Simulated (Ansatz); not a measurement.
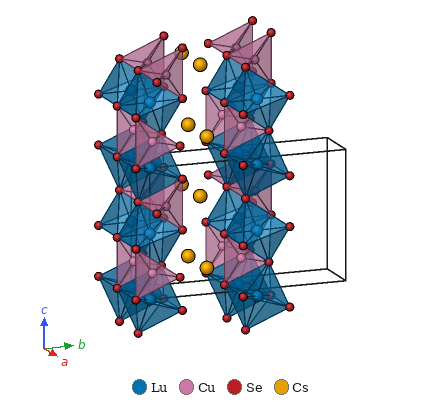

Polyhedra are drawn about Cu and Lu (bonds: Cu–Se below 2.8 Å and Lu–Se below 3.1 Å); other atoms are plain spheres.

The compound is CsLuCuSe₃ (space group Cmcm, No. 63), taken as coordinates from a relaxation (final pressure about 2.3 GPa) with DFT, PAW plane waves, pbe in Ansatz 0.2.0; the starting structure was generated, so it need not be a known form of this composition.

Question: What figure surrounds each Cu or Lu atom, and what does it share with the other drawn polyhedra?

Answer: Cu: CuSe4 tetrahedron, sharing edges with four neighbours and corners with two neighbours; Lu: LuSe6 octahedron, sharing edges with six neighbours and corners with two neighbours.

Question: What is the connectivity of the polyhedra: isolated, groups, chains, layers or framework?

Answer: They form layers of corner- and edge-sharing octahedra and tetrahedra parallel to (010). Their corner atoms also have Cs as close neighbours (those links are not drawn).
